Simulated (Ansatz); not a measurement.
## Frequency calculation of CH5FOSn

The run: frequency calculation of CH5FOSn, SMILES FC[O][SnH3]. Method and program: HF/STO-3G, RHF (Ansatz 0.2.0).

The geometry was optimised with HF/STO-3G.

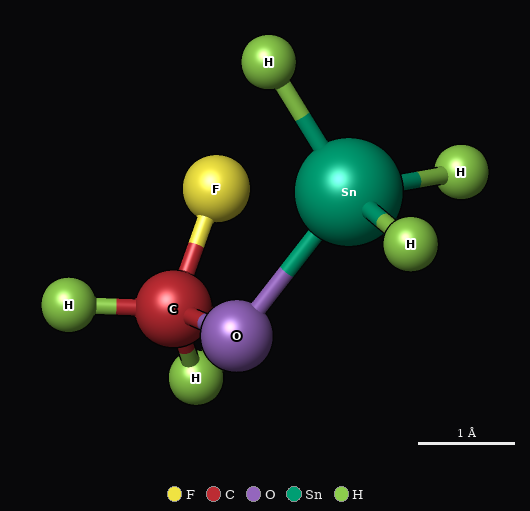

Fig. 1: The structure (ball-and-stick view, seen at a tilt). Sticks mark near contacts.

## Summary

- outcome: converged
- total energy: −6175.516960 hartree
- basis functions: 47
- largest force: 0.001 eV/Å
- zero-point energy: 0.065333 hartree
- dipole moment: 0.76 D
- wavenumbers, lowest and highest: 129 and 3587 cm⁻¹
- hardware: 1 thread of Arm Neoverse V2, 24 GiB of memory available, shared host
- wall time: 58 s
- peak memory: 0.12 GiB

## Input
```yaml
crystal:
  periodic: [false, false, false]
  atoms:
    - symbol: F
      position_ang: [-0.176439, 1.361116, 0.370530]
    - symbol: C
      position_ang: [-1.289838, 0.520733, 0.303091]
    - symbol: O
      position_ang: [-0.796643, -0.734831, -0.082862]
    - symbol: Sn
      position_ang: [1.155022, -0.613928, -0.307846]
    - symbol: H
      position_ang: [-1.777235, 0.503895, 1.297562]
    - symbol: H
      position_ang: [-2.005532, 0.944682, -0.428232]
    - symbol: H
      position_ang: [1.913723, -0.269265, 1.092352]
    - symbol: H
      position_ang: [1.493357, -2.155059, -0.745401]
    - symbol: H
      position_ang: [1.572084, 0.396356, -1.516294]
basis:
  gaussian: {orbitals: STO-3G}
magnetization: {spin_polarized: false}
hamiltonian: {xc: hf}
phonons: {temperatures: {t_min: 298.15, t_max: 298.15, t_step: 1}}
```

Launched with:
```bash
ansatz run job.yaml --threads 1 --pin off --max-ram 3480MiB --events-out events.jsonl --progress --plain --runs-dir runs
```

## What the program printed
```
Functional definition: HF
  name "HF"
  exchange = exact_x
  correlation = 0
701 factors; integrals over basis functions are off by at most 1.3e-5 eV
mean field evaluation 1: about -168041.0317 eV, gradient 3.0e1 eV
mean field evaluation 2: about -168041.1703 eV, gradient 3.0e1 eV
mean field evaluation 4: about -168044.3596 eV, gradient 1.9e0 eV
mean field evaluation 8: about -168044.3773 eV, gradient 4.4e-2 eV
mean field -168044.37727590 eV, -6175.5169603194 hartree, gradient 1.2e-5 eV, S^2 0.000000; 0 other end points of the search recorded, 0 dependent functions left out
the calculation of the forces begins
reference -168044.37727590 eV, -6175.5169603194 hartree; 39, 39 occupied and 8, 8 virtual orbitals, 701 factors
these checks for a lower state are left out or cut short: stability, starts, cluster_reference, orbital_swaps, neighbouring_geometries, increment
701 factors; integrals over basis functions are off by at most 1.3e-5 eV
mean field evaluation 16: about -168044.3772 eV, gradient 2.4e-4 eV
mean field -168044.37716438 eV, -6175.5169562210 hartree, gradient 3.7e-6 eV, S^2 0.000000; 0 other end points of the search recorded, 0 dependent functions left out
[... from here on the field's lines of each further geometry are left out, up to the last ...]
the calculation of the forces begins
reference -168044.37723951 eV, -6175.5169589819 hartree; 39, 39 occupied and 8, 8 virtual orbitals, 701 factors
these checks for a lower state are left out or cut short: stability, starts, cluster_reference, orbital_swaps, neighbouring_geometries, increment
701 factors; integrals over basis functions are off by at most 1.3e-5 eV
mean field evaluation 384: about -168044.2152 eV, gradient 3.6e-1 eV
mean field -168044.37723987 eV, -6175.5169589953 hartree, gradient 3.7e-6 eV, S^2 0.000000; 0 other end points of the search recorded, 0 dependent functions left out
the calculation of the forces begins
reference -168044.37723987 eV, -6175.5169589953 hartree; 39, 39 occupied and 8, 8 virtual orbitals, 701 factors
Total energy: -168044.37727590 eV, -6175.5169603194 hartree
Atom 0 at    -0.176439     1.361116     0.370530 Å, force     0.000686    -0.000018     0.000081 eV/Å
Atom 1 at    -1.289838     0.520733     0.303091 Å, force    -0.000627     0.000116     0.000083 eV/Å
Atom 2 at    -0.796643    -0.734831    -0.082862 Å, force    -0.000041     0.000139     0.000201 eV/Å
Atom 3 at     1.155022    -0.613928    -0.307846 Å, force    -0.000045    -0.000161     0.000014 eV/Å
Atom 4 at    -1.777235     0.503895     1.297562 Å, force    -0.000125    -0.000082    -0.000320 eV/Å
Atom 5 at    -2.005532     0.944682    -0.428232 Å, force     0.000177    -0.000241     0.000024 eV/Å
Atom 6 at     1.913723    -0.269265     1.092352 Å, force     0.000084     0.000066     0.000023 eV/Å
Atom 7 at     1.493357    -2.155059    -0.745401 Å, force     0.000046     0.000087    -0.000046 eV/Å
Atom 8 at     1.572084     0.396356    -1.516294 Å, force    -0.000155     0.000094    -0.000060 eV/Å
Dipole moment:     0.043613     0.147607     0.032156 e Å
Vibrations: 128.91 176.27 259.14 521.25 625.66 631.21 762.66 911.93 967.04 969.83 1253.72 1319.09 1343.92 1383.90 1643.07 1830.19 2278.34 2283.66 2317.61 3482.97 3587.47 cm⁻¹, zero-point energy 1.777801 eV
```

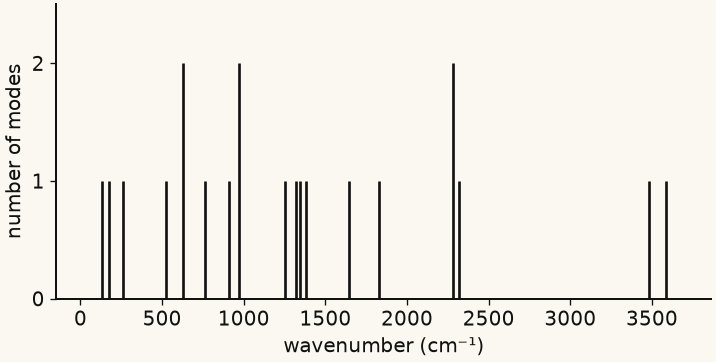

Fig. 2: Harmonic vibrational wavenumbers from the force constants; neighbouring modes closer than 16 cm⁻¹ are counted in one stick. 21 modes from 129 to 3587 cm⁻¹, none imaginary.
